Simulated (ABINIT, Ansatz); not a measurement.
# Quasiparticle gap of Sr2H6Os (Fm-3m) in ABINIT, part 2 of 3

How does a plane-wave GW calculation on Sr2H6Os (Fm-3m) run from the first input to the gap?

ABINIT 10.8.3; PBEsol and many-body steps on it, plane waves. Known limits of the many-body steps: not at the basis limit; no spin polarisation; d states lean on the start; no spin-orbit coupling; coarse k mesh.

So far. Step 2 (Ground state): The gap is indirect, with the least direct gap 0.06 eV higher.

### 3. Bands along the symmetry lines

Level of this step: DFT, PBEsol, plane waves, norm-conserving pseudopotentials (ABINIT).

Levels along a band path, at the cheap level, show where the edges lie and whether the meshes to come will hold them.

run.abi reads:

```
acell 3*1.0 Angstrom
rprim 
  -0.000000000000 3.812277830000 3.812277830000
  3.812277830000 -0.000000000000 3.812277830000
  3.812277830000 3.812277830000 0.000000000000
ntypat 3
znucl 38 1 76
natom 9
typat 1 1 2 2 2 2 2 2 3
xred 
  0.750000000000 0.750000000000 0.750000000000
  0.250000000000 0.250000000000 0.250000000000
  0.773847590000 0.773847590000 0.226152410000
  0.226152410000 0.773847590000 0.226152410000
  0.773847590000 0.226152410000 0.226152410000
  0.226152410000 0.226152410000 0.773847590000
  0.773847590000 0.226152410000 0.773847590000
  0.226152410000 0.773847590000 0.773847590000
  0.000000000000 0.000000000000 0.000000000000
pp_dirpath "pseudos"
pseudos "Sr.upf, H.upf, Os.upf"
ecut 33
iscf -2
irdden 1
kptopt 0
nkpt 26
kpt 
  0.00000000 0.00000000 0.00000000
  0.12500000 0.00000000 0.12500000
  0.25000000 0.00000000 0.25000000
  0.37500000 0.00000000 0.37500000
  0.50000000 0.00000000 0.50000000
  0.53125000 0.06250000 0.53125000
  0.56250000 0.12500000 0.56250000
  0.59375000 0.18750000 0.59375000
  0.62500000 0.25000000 0.62500000
  0.37500000 0.37500000 0.75000000
  0.28125000 0.28125000 0.56250000
  0.18750000 0.18750000 0.37500000
  0.09375000 0.09375000 0.18750000
  0.00000000 0.00000000 0.00000000
  0.12500000 0.12500000 0.12500000
  0.25000000 0.25000000 0.25000000
  0.37500000 0.37500000 0.37500000
  0.50000000 0.50000000 0.50000000
  0.50000000 0.43750000 0.56250000
  0.50000000 0.37500000 0.62500000
  0.50000000 0.31250000 0.68750000
  0.50000000 0.25000000 0.75000000
  0.50000000 0.18750000 0.68750000
  0.50000000 0.12500000 0.62500000
  0.50000000 0.06250000 0.56250000
  0.50000000 0.00000000 0.50000000
istwfk *1
nband 28
nbdbuf 2
tolwfr 1e-08
nstep 40
prtwf 0
prtvol 0
indata_prefix "in"
outdata_prefix "out"
tmpdata_prefix "tmp"
```

On the command line:

```sh
$ OMP_NUM_THREADS=1 mpirun -n 4 abinit run.abi > log
```

Numbers of over 12 decimals in the logs are rounded to 6 here.

What it wrote:

```text
.Version 10.8.3 of ABINIT. v10.8.2 released Aug 2026.

 Symmetries : space group Fm -3 m (#225); Bravais cF (face-center cubic)
[... echo of the input left out ...]
== DATASET  1 ==================================================================
-   mpi_nproc: 4, omp_nthreads: 1 (-1 if OMP is not activated)

--- !DatasetInfo
iteration_state: {dtset: 1, }
dimensions: {natom: 9, nkpt: 26, mband: 28, nsppol: 1, nspinor: 1, nspden: 1, mpw: 6855, }
cutoff_energies: {ecut:  33.0, pawecutdg:  -1.0, }
electrons: {nelect:   4.20000000E+01, charge:   0.00000000E+00, occopt:   1.00000000E+00, tsmear:   1.00000000E-02, }

 Real(R)+Recip(G) space primitive vectors, cartesian coordinates (Bohr,Bohr^-1):
 R(1)=  0.0000000  7.2041610  7.2041610  G(1)= -0.0694043  0.0694043  0.0694043
 R(2)=  7.2041610  0.0000000  7.2041610  G(2)=  0.0694043 -0.0694043  0.0694043
 R(3)=  7.2041610  7.2041610  0.0000000  G(3)=  0.0694043  0.0694043 -0.0694043
 Unit cell volume ucvol=  7.4779099E+02 bohr^3
 Angles (23,13,12)=  6.00000000E+01  6.00000000E+01  6.00000000E+01 degrees

 getcut: wavevector=  0.0000  0.0000  0.0000  ngfft=  54  54  54
         ecut(hartree)=     33.000   => boxcut(ratio)=   2.05032

--- Pseudopotential description ------------------------------------------------
- Sr Generated using ONCVPSP code by D. R. Hamann
- 38.00000  10.00000  180301                  znucl, zion, pspdat
12 -116133 2 -1 1834                          pspcod,pspxc,lmax,lloc,mmax
     nproj     2     2     2     0
  pspatm : epsatm=   12.46451298
         --- l  ekb(1:nproj) -->
             0   10.029206    1.044171
             1    7.472414    1.670829
             2    4.142950    0.968140
 pspatm: atomic psp has been read  and splines computed

- H Generated using ONCVPSP code by D. R. Hamann
-  1.00000   1.00000  180301                  znucl, zion, pspdat
12 -116133 1 -1 1180                          pspcod,pspxc,lmax,lloc,mmax
     nproj     2     1     0     0
  pspatm : epsatm=    0.35585368
         --- l  ekb(1:nproj) -->
[...]
1   -0.494138
 pspatm: atomic psp has been read  and splines computed

- Os Generated using ONCVPSP code by D. R. Hamann
- 76.00000  16.00000  180301                  znucl, zion, pspdat
12 -116133 3 -1 1328                          pspcod,pspxc,lmax,lloc,mmax
     nproj     2     2     2     2
  pspatm : epsatm=   26.11825285
         --- l  ekb(1:nproj) -->
[...]
pspatm: atomic psp has been read  and splines computed

--------------------------------------------------------------------------------

================================================================================
 prteigrs : about to open file out_EIG
 Non-SCF case, kpt    1 (  0.00000  0.00000  0.00000), residuals and eigenvalues=
  4.27E-09  1.08E-09  5.04E-09  9.05E-09  7.99E-09  5.51E-09  2.28E-09  3.90E-09
[...]
Non-SCF case, kpt   26 (  0.50000  0.00000  0.50000), residuals and eigenvalues=
[...]
-9.3279E-03  1.8496E-02  4.6666E-02  7.0538E-02  1.2287E-01  1.2287E-01
  1.5884E-01  1.8275E-01  1.8275E-01  2.7031E-01  3.0755E-01  3.4722E-01
[...]
--- !ResultsGS
iteration_state: {dtset: 1, }
comment   : Summary of ground state results
lattice_vectors:
- [ -0.0000000,   7.2041610,   7.2041610, ]
- [  7.2041610,  -0.0000000,   7.2041610, ]
- [  7.2041610,   7.2041610,   0.0000000, ]
lattice_lengths: [  10.18822,   10.18822,   10.18822, ]
lattice_angles: [ 60.000,  60.000,  60.000, ] # degrees, (23, 13, 12)
lattice_volume:   7.4779099E+02
convergence: {deltae:  0.000E+00, res2:  0.000E+00, residm:  9.964E-09, diffor:  0.000E+00, }
etotal    :  -1.73213497E+02
entropy   :   0.00000000E+00
fermie    :   1.85073637E-01
cartesian_stress_tensor: null
pressure_GPa: null
xred      :
- [  7.5000E-01,   7.5000E-01,   7.5000E-01, Sr]
- [  2.5000E-01,   2.5000E-01,   2.5000E-01, Sr]
- [  7.7385E-01,   7.7385E-01,   2.2615E-01,  H]
- [  2.2615E-01,   7.7385E-01,   2.2615E-01,  H]
- [  7.7385E-01,   2.2615E-01,   2.2615E-01,  H]
- [  2.2615E-01,   2.2615E-01,   7.7385E-01,  H]
- [  7.7385E-01,   2.2615E-01,   7.7385E-01,  H]
- [  2.2615E-01,   7.7385E-01,   7.7385E-01,  H]
- [  0.0000E+00,   0.0000E+00,   0.0000E+00, Os]
cartesian_forces: null
force_length_stats: {min: null, max: null, mean: null, }

 Integrated electronic density in atomic spheres:
 ------------------------------------------------
 Atom  Sphere_radius  Integrated_density
[...]
================================================================================

 ----iterations are completed or convergence reached----

 Mean square residual over all n,k,spin=   51.406E-10; max=  99.639E-10
 reduced coordinates (array xred) for    9 atoms
[...]
0.226152410000      0.773847590000      0.773847590000
       0.000000000000      0.000000000000      0.000000000000

 cartesian coordinates (angstrom) at end:
[...]
length scales=  1.889726125908  1.889726125908  1.889726125908 bohr
              =  1.000000000000  1.000000000000  1.000000000000 angstroms
 prteigrs : about to open file out_EIG
 Eigenvalues (hartree) for nkpt=  26  k points:
 kpt#   1, nband= 28, wtk=  1.00000, kpt=  0.0000  0.0000  0.0000 (reduced coord)
[...]
kpt#   2, nband= 28, wtk=  1.00000, kpt=  0.1250  0.0000  0.1250 (reduced coord)
[...]
kpt#   3, nband= 28, wtk=  1.00000, kpt=  0.2500  0.0000  0.2500 (reduced coord)
[...]
kpt#  25, nband= 28, wtk=  1.00000, kpt=  0.5000  0.0625  0.5625 (reduced coord)
[...]
0.35688    0.36420    0.42331    0.42680
 kpt#  26, nband= 28, wtk=  1.00000, kpt=  0.5000  0.0000  0.5000 (reduced coord)
[...]
-0.40136   -0.38836   -0.38836   -0.38697   -0.00933    0.01850    0.04667    0.07054
   0.12287    0.12287    0.15884    0.18275    0.18275    0.27031    0.30755    0.34722
   0.35905    0.35905    0.42763    0.42838

== END DATASET(S) ==============================================================
================================================================================

 -outvars: echo values of variables after computation  --------
            nband          28
             nkpt          26
          spgroup         225
 [... the other variables as echoed above ...]

 Calculation completed.
```

It took 33 s on 4 MPI ranks of Arm Neoverse V2, shared host; peak memory 0.38 GiB.

Numbers from this step:

* gap: 2.319 eV
* k of the valence top: 0, 0, 0
* k of the conduction bottom: 0.5, 0, 0.5
* least direct gap: 2.383 eV

The gap is 2.319 eV, as in the run before at this level.

Electronic bands along the path, in eV, zero at the top of the highest filled band:

| point | band 18 | band 19 | band 20 | band 21 | band 22 | band 23 | band 24 | band 25 |
| --- | --- | --- | --- | --- | --- | --- | --- | --- |
| Γ | -2.39 | 0.00 | 0.00 | 0.00 | 3.88 | 4.02 | 4.02 | 7.35 |
| X | -1.69 | -0.71 | -0.06 | -0.06 | 2.32 | 3.33 | 4.41 | 4.73 |
| U | -1.59 | -0.39 | -0.10 | -0.09 | 2.59 | 3.76 | 4.25 | 4.34 |
| jump to K | -1.59 | -0.39 | -0.10 | -0.09 | 2.59 | 3.76 | 4.25 | 4.34 |
| Γ | -2.39 | 0.00 | 0.00 | 0.00 | 3.88 | 4.02 | 4.02 | 7.35 |
| L | -1.67 | -0.39 | -0.09 | -0.09 | 3.91 | 4.09 | 4.09 | 4.81 |
| W | -1.74 | -0.23 | -0.23 | -0.05 | 2.65 | 3.95 | 3.95 | 4.33 |
| X | -1.69 | -0.71 | -0.06 | -0.06 | 2.32 | 3.33 | 4.41 | 4.73 |

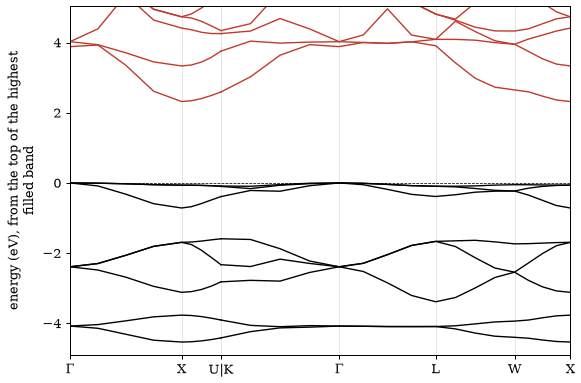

Electronic bands along the path; lines of filled and empty bands in two colours.

### 4. Empty states on the mesh, 2×2×2 mesh, 221 bands

The sums over transitions need many empty states on a uniform mesh; this step solves for them.

run.abi reads:

```
acell 3*1.0 Angstrom
rprim 
  -0.000000000000 3.812277830000 3.812277830000
  3.812277830000 -0.000000000000 3.812277830000
  3.812277830000 3.812277830000 0.000000000000
ntypat 3
znucl 38 1 76
natom 9
typat 1 1 2 2 2 2 2 2 3
xred 
  0.750000000000 0.750000000000 0.750000000000
  0.250000000000 0.250000000000 0.250000000000
  0.773847590000 0.773847590000 0.226152410000
  0.226152410000 0.773847590000 0.226152410000
  0.773847590000 0.226152410000 0.226152410000
  0.226152410000 0.226152410000 0.773847590000
  0.773847590000 0.226152410000 0.773847590000
  0.226152410000 0.773847590000 0.773847590000
  0.000000000000 0.000000000000 0.000000000000
pp_dirpath "pseudos"
pseudos "Sr.upf, H.upf, Os.upf"
ecut 33
ngkpt 2 2 2
nshiftk 1
shiftk 0 0 0
kptopt 1
chksymbreak 0
iscf -2
irdden 1
istwfk *1
nband 221
nbdbuf 20
tolwfr 1e-09
nstep 60
prtvol 0
indata_prefix "in"
outdata_prefix "out"
tmpdata_prefix "tmp"
```

What it wrote:

```text
.Version 10.8.3 of ABINIT. v10.8.2 released Aug 2026.

 Symmetries : space group Fm -3 m (#225); Bravais cF (face-center cubic)
[... echo of the input left out ...]
== DATASET  1 ==================================================================
-   mpi_nproc: 4, omp_nthreads: 1 (-1 if OMP is not activated)
-    --> not optimal distribution: autoparal keyword recommended in input file <--

--- !DatasetInfo
iteration_state: {dtset: 1, }
dimensions: {natom: 9, nkpt: 3, mband: 221, nsppol: 1, nspinor: 1, nspden: 1, mpw: 6855, }
cutoff_energies: {ecut:  33.0, pawecutdg:  -1.0, }
electrons: {nelect:   4.20000000E+01, charge:   0.00000000E+00, occopt:   1.00000000E+00, tsmear:   1.00000000E-02, }

 Real(R)+Recip(G) space primitive vectors, cartesian coordinates (Bohr,Bohr^-1):
 R(1)=  0.0000000  7.2041610  7.2041610  G(1)= -0.0694043  0.0694043  0.0694043
 R(2)=  7.2041610  0.0000000  7.2041610  G(2)=  0.0694043 -0.0694043  0.0694043
 R(3)=  7.2041610  7.2041610  0.0000000  G(3)=  0.0694043  0.0694043 -0.0694043
 Unit cell volume ucvol=  7.4779099E+02 bohr^3
 Angles (23,13,12)=  6.00000000E+01  6.00000000E+01  6.00000000E+01 degrees

 getcut: wavevector=  0.0000  0.0000  0.0000  ngfft=  54  54  54
         ecut(hartree)=     33.000   => boxcut(ratio)=   2.05032

--- Pseudopotential description ------------------------------------------------
- Sr Generated using ONCVPSP code by D. R. Hamann
- 38.00000  10.00000  180301                  znucl, zion, pspdat
12 -116133 2 -1 1834                          pspcod,pspxc,lmax,lloc,mmax
     nproj     2     2     2     0
  pspatm : epsatm=   12.46451298
         --- l  ekb(1:nproj) -->
             0   10.029206    1.044171
             1    7.472414    1.670829
             2    4.142950    0.968140
 pspatm: atomic psp has been read  and splines computed

- H Generated using ONCVPSP code by D. R. Hamann
-  1.00000   1.00000  180301                  znucl, zion, pspdat
12 -116133 1 -1 1180                          pspcod,pspxc,lmax,lloc,mmax
     nproj     2     1     0     0
  pspatm : epsatm=    0.35585368
         --- l  ekb(1:nproj) -->
[...]
1   -0.494138
 pspatm: atomic psp has been read  and splines computed

- Os Generated using ONCVPSP code by D. R. Hamann
- 76.00000  16.00000  180301                  znucl, zion, pspdat
12 -116133 3 -1 1328                          pspcod,pspxc,lmax,lloc,mmax
     nproj     2     2     2     2
  pspatm : epsatm=   26.11825285
         --- l  ekb(1:nproj) -->
[...]
pspatm: atomic psp has been read  and splines computed

--------------------------------------------------------------------------------

================================================================================
 prteigrs : about to open file out_EIG
 Non-SCF case, kpt    1 (  0.00000  0.00000  0.00000), residuals and eigenvalues=
[...]
-2.8975E+00 -1.4060E+00 -1.4060E+00 -1.4060E+00 -1.0539E+00 -1.0514E+00
 -3.9931E-01 -3.9931E-01 -3.9931E-01 -3.8943E-01 -3.8943E-01 -3.8943E-01
 -6.1514E-02  3.5209E-02  3.5209E-02  9.7290E-02  9.7290E-02  9.7290E-02
[...]
2.8800E+00  2.8800E+00  2.8800E+00  2.9369E+00  2.9369E+00  2.9394E+00
  2.9394E+00  2.9394E+00  2.9649E+00  2.9874E+00  2.9874E+00  2.9874E+00
  2.9990E+00  3.0401E+00  3.0401E+00  3.1012E+00  3.1048E+00
 prteigrs : prtvol=0 or 1, do not print more k-points.

--- !ResultsGS
iteration_state: {dtset: 1, }
comment   : Summary of ground state results
lattice_vectors:
- [ -0.0000000,   7.2041610,   7.2041610, ]
- [  7.2041610,  -0.0000000,   7.2041610, ]
- [  7.2041610,   7.2041610,   0.0000000, ]
lattice_lengths: [  10.18822,   10.18822,   10.18822, ]
lattice_angles: [ 60.000,  60.000,  60.000, ] # degrees, (23, 13, 12)
lattice_volume:   7.4779099E+02
convergence: {deltae:  0.000E+00, res2:  0.000E+00, residm:  9.989E-10, diffor:  0.000E+00, }
etotal    :  -1.73213497E+02
entropy   :   0.00000000E+00
fermie    :   1.85073637E-01
cartesian_stress_tensor: null
pressure_GPa: null
xred      :
- [  7.5000E-01,   7.5000E-01,   7.5000E-01, Sr]
- [  2.5000E-01,   2.5000E-01,   2.5000E-01, Sr]
- [  7.7385E-01,   7.7385E-01,   2.2615E-01,  H]
- [  2.2615E-01,   7.7385E-01,   2.2615E-01,  H]
- [  7.7385E-01,   2.2615E-01,   2.2615E-01,  H]
- [  2.2615E-01,   2.2615E-01,   7.7385E-01,  H]
- [  7.7385E-01,   2.2615E-01,   7.7385E-01,  H]
- [  2.2615E-01,   7.7385E-01,   7.7385E-01,  H]
- [  0.0000E+00,   0.0000E+00,   0.0000E+00, Os]
cartesian_forces: null
force_length_stats: {min: null, max: null, mean: null, }

 Integrated electronic density in atomic spheres:
 ------------------------------------------------
 Atom  Sphere_radius  Integrated_density
[...]
================================================================================

 ----iterations are completed or convergence reached----

 Mean square residual over all n,k,spin=   42.487E-11; max=  99.891E-11
 reduced coordinates (array xred) for    9 atoms
[...]
0.226152410000      0.773847590000      0.773847590000
       0.000000000000      0.000000000000      0.000000000000

 cartesian coordinates (angstrom) at end:
    1      5.718417     5.718417     5.718417
    2      1.906139     1.906139     1.906139
    3      3.812278     3.812278     5.900244
[...]
8      5.900244     3.812278     3.812278
    9      0.000000     0.000000     0.000000
 length scales=  1.889726125908  1.889726125908  1.889726125908 bohr
              =  1.000000000000  1.000000000000  1.000000000000 angstroms
 prteigrs : about to open file out_EIG
 Eigenvalues (hartree) for nkpt=   3  k points:
 kpt#   1, nband=221, wtk=  0.12500, kpt=  0.0000  0.0000  0.0000 (reduced coord)
[...]
2.83432    2.85071    2.85071    2.85071    2.87997    2.87997    2.87997    2.93690
   2.93690    2.93938    2.93938    2.93938    2.96486    2.98744    2.98744    2.98744
   2.99904    3.04010    3.04013    3.10122    3.10482
 prteigrs : prtvol=0 or 1, do not print more k-points.

== END DATASET(S) ==============================================================
================================================================================

 -outvars: echo values of variables after computation  --------
            nband         221
             nkpt           3
          spgroup         225
 [... the other variables as echoed above ...]

 Calculation completed.
```

The job ended after 61 s (4 MPI ranks; peak memory 0.42 GiB).

This step gave:

```yaml
gap: 2.319 eV
k_of_the_valence_top: 0, 0, 0
k_of_the_conduction_bottom: 0.5, 0.5, 0
least_direct_gap: 2.383 eV
k_points_computed: 3
lowest_point_of_the_top_converged_band_above_the_valence_top: 70.4247 eV
```

On this mesh the gap is 2.319 eV.

### 5. Screening, 2×2×2 mesh, 201 bands, screening to 176.9 eV

The RPA dielectric matrix is built and inverted for each q.

This step: RPA screening on PBEsol, plane waves, norm-conserving pseudopotentials.

Changes to run.abi since step 4:

```diff
@@ -27,10 +27,11 @@
 chksymbreak 0
-iscf -2
-irdden 1
 istwfk *1
-nband 221
-nbdbuf 20
-tolwfr 1e-09
-nstep 60
-prtvol 0
+occopt 1
+irdwfk 1
+optdriver 3
+nband 201
+ecuteps 6.5
+inclvkb 2
+awtr 1
+symchi 1
 indata_prefix "in"
```

What it wrote:

```text
.Version 10.8.3 of ABINIT. v10.8.2 released Aug 2026.

 Symmetries : space group Fm -3 m (#225); Bravais cF (face-center cubic)
[... echo of the input left out ...]
== DATASET  1 ==================================================================
-   mpi_nproc: 4, omp_nthreads: 1 (-1 if OMP is not activated)

--- !DatasetInfo
iteration_state: {dtset: 1, }
dimensions: {natom: 9, nkpt: 3, mband: 201, nsppol: 1, nspinor: 1, nspden: 1, mpw: 6855, }
cutoff_energies: {ecut:  33.0, pawecutdg:  -1.0, }
electrons: {nelect:   4.20000000E+01, charge:   0.00000000E+00, occopt:   1.00000000E+00, tsmear:   1.00000000E-02, }

 SCREENING: Calculation of the susceptibility and dielectric matrices

 Based on a program developped by R.W. Godby, V. Olevano, G. Onida, and L. Reining.
 Incorporated in ABINIT by V. Olevano, G.-M. Rignanese, and M. Torrent.
.Using double precision arithmetic ; gwpc =  8

[... cell and pseudopotentials left out ...]
--------------------------------------------------------------------------------

 ==== K-mesh for the wavefunctions ====
 Number of points in the irreducible wedge :     3
[... list of points left out ...]
 Together with 48 symmetry operations and time-reversal symmetry
 yields     8 points in the full Brillouin Zone.

 ==== Q-mesh for the screening function ====
 Number of points in the irreducible wedge :     3
[... list of points left out ...]
 Together with 48 symmetry operations and time-reversal symmetry
 yields     8 points in the full Brillouin Zone.

 setmesh: FFT mesh size selected  =    40x   40x   40
          total number of points  =        64000

 vcoul_init : cutoff-mode = AUXILIARY_FUNCTION
 q-points for optical limit:   1
     1)      0.000010    0.000020    0.000030

- screening: taking advantage of time-reversal symmetry
- Maximum band index for partially occupied states nbvw = 21
- Remaining bands to be divided among processors   nbcw = 180
- Number of bands treated by each node ~45

 Number of electrons calculated from density =   42.0000; Expected =   42.0000
 average of density, n =  0.056165
 r_s =    1.6199
 omega_plasma =   22.8607 [eV]

 calculating chi0 at frequencies [eV] :
  1    0.000000E+00    0.000000E+00
  2    0.000000E+00    2.286073E+01

--------------------------------------------------------------------------------
  q-point number  1        q = ( 0.000000, 0.000000, 0.000000) [r.l.u.]
--------------------------------------------------------------------------------
[... chi0 elements left out ...]
 For q-point:  0.000010 0.000020 0.000030
  dielectric constant =   4.3555
  dielectric constant without local fields =   5.3432

  Average fulfillment of the sum rule on Im[epsilon] for q-point    1 :     81.89  [%]
[... wings left out ...]
  q-point number  2        q = ( 0.500000, 0.000000, 0.000000) [r.l.u.]
--------------------------------------------------------------------------------
[... chi0 elements left out ...]
  Average fulfillment of the sum rule on Im[epsilon] for q-point    2 :     86.43  [%]

 [... 1 further q-points ...]
```

It took 34 s on 4 MPI ranks; peak memory 1.7 GiB.

Numbers from this step:

```
ε∞ with local fields, on this mesh, along the program's q direction : 4.356
the same without local fields                                       : 5.343
plasma frequency                                                    : 22.86 eV
plane waves in the screening matrix                                 : 609
```

Local fields lower ε∞ by 18 %. On a Γ-centred mesh this coarse the value itself is usually too large, while a short band sum pulls it down.

[end of part 2 of 3]

[Paths, hosts, dates, memory and timing lines, banners, echoed tables and standing remarks are left out of the program output.]

[Logs are printed without paths, hosts, clocks, repeated set-up lines and the standing remarks that a program may print on its own settings, such as how far it seeks lower states.]

[Runs of the session that timed out or met a known fault of the program may be left out.]

[Hosts, paths, dates, database ids (printed as entryN), source tags and the programs' standing remarks are cut or masked in the printed files.]

[G0W0 gaps are taken among the corrected bands and points alone; a level outside them can change the order at an edge.]

[Where Ansatz stands beside ABINIT at settings called matched, ABINIT's density can come from a denser mesh and the files from another edition; pairs whose starting gaps differed by over 0.03 eV were left out, so agreement reads better than it is.]
